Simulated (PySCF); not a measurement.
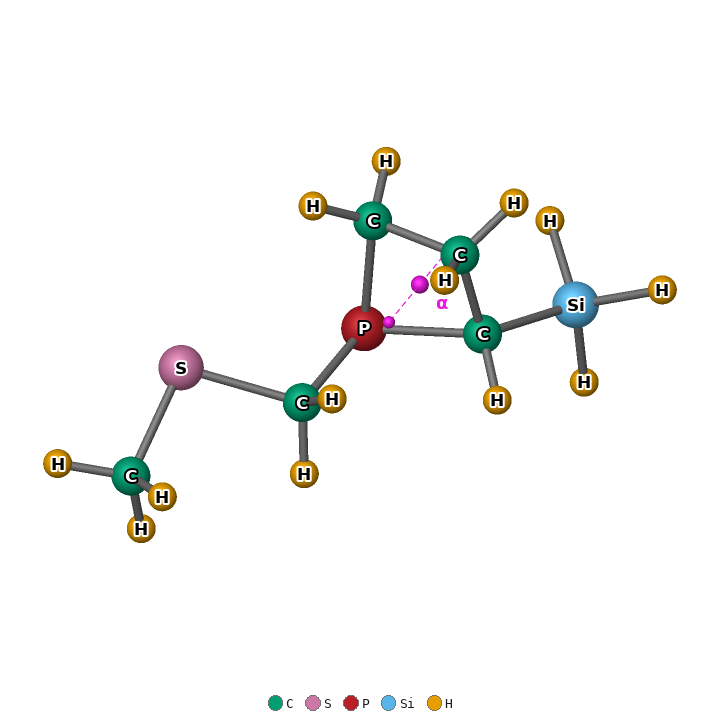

The small points mark where nucleus-independent chemical shifts (NICS) were computed: at the centre of each lettered ring and 1 Å above and below it. The geometry was computed by an optimisation with GFN2-xTB. No frequency run is at hand to confirm it as a minimum. Properties computed with GIAO PBE0/pcSseg-1 NMR shielding, non-relativistic, gas phase (PySCF 2.14.0).

Give NICS(0), NICS(1) and the out-of-plane component NICS(1)zz for each ring (means of the two sides).

| ring | members | NICS(0) | NICS(1) | NICS(1)zz |
| --- | --- | --- | --- | --- |
| α | C3P | 3.1 | 0.8 | 7.0 |

Values in ppm.

The geometry is semi-empirical. Around P, Si such bond lengths and angles can be off by a tenth of an ångström or more and by several degrees, and values that hang on the shape move with them.
